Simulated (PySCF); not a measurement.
**C2H10B2OSi (SMILES CBCBO[SiH3]): density, localisation and related maps**

```xyz
16

C    -2.6339   -0.3398    0.1477
B    -1.1390   -0.7430    0.4341
C    -0.2579    0.0668    1.4439
B     0.4747    1.1940    0.5817
O     1.5945    0.9416   -0.0672
Si    2.7655   -0.0492   -0.5701
H    -3.3006   -1.0913    0.5732
H    -2.9223    0.6217    0.5654
H    -2.8525   -0.3244   -0.9193
H    -0.6761   -1.6592   -0.1379
H    -0.8504    0.5396    2.2246
H     0.5034   -0.5626    1.9036
H     0.0224    2.2795    0.4870
H     2.6029   -0.0901   -2.0222
H     3.9906    0.6180   -0.1305
H     2.6708   -1.3925    0.0093
```

Geometry: GFN2-xTB.

Level of theory: PySCF 2.14.0, wB97X-D/def2-SVPD, SCF density, gas phase.

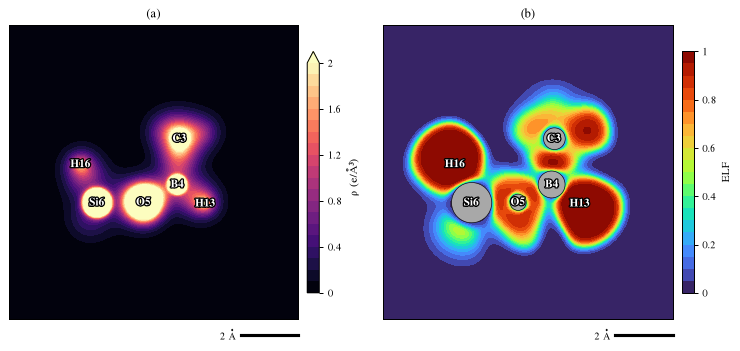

Figure 1. (a) electron density; (b) ELF on the plane of atoms B4, O5 and Si6. Grey discs cover the atomic cores in the ELF map.

### Interpret the plot.

The plane passes through C, B, O, Si and H nuclei. B–O (1.32 Å): ρ is about 2.2 e/Å³ halfway; the ELF peaks at about 0.90 between the atoms; a polar covalent bond. Si–O (1.61 Å): ρ at the midpoint is about 1.1 e/Å³; the ELF peaks at about 0.85 between the atoms: a polar covalent bond. B–H (1.18 Å): the density is about 1.3 e/Å³ at the midpoint; the ELF climbs to about 1 towards the hydrogen, as it does in any bond to H; a covalent bond by its length. Si–H (1.47 Å): ρ at the midpoint is about 0.8 e/Å³; the ELF climbs to about 1 towards the hydrogen. The ELF also peaks beside O5, away from the bonds: lone-pair regions.

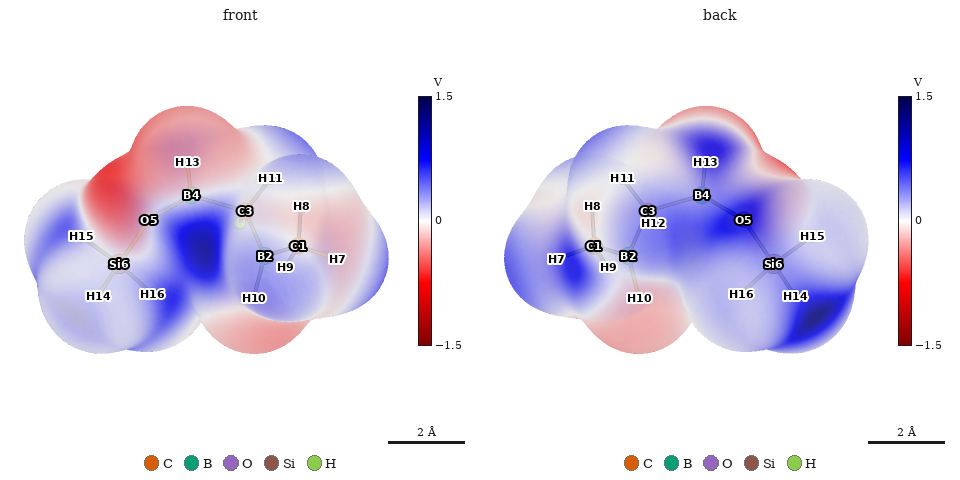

Figure 2. The molecular electrostatic potential painted on the density surface at 0.001 e/bohr³, seen from the front and from behind; the colour scale runs from red (negative) to blue (positive).

### Where is the surface potential most negative and most positive?

The most negative region (about −0.6 V) lies over O5, the most positive (about +1.1 V) over B2, B4 and Si6.
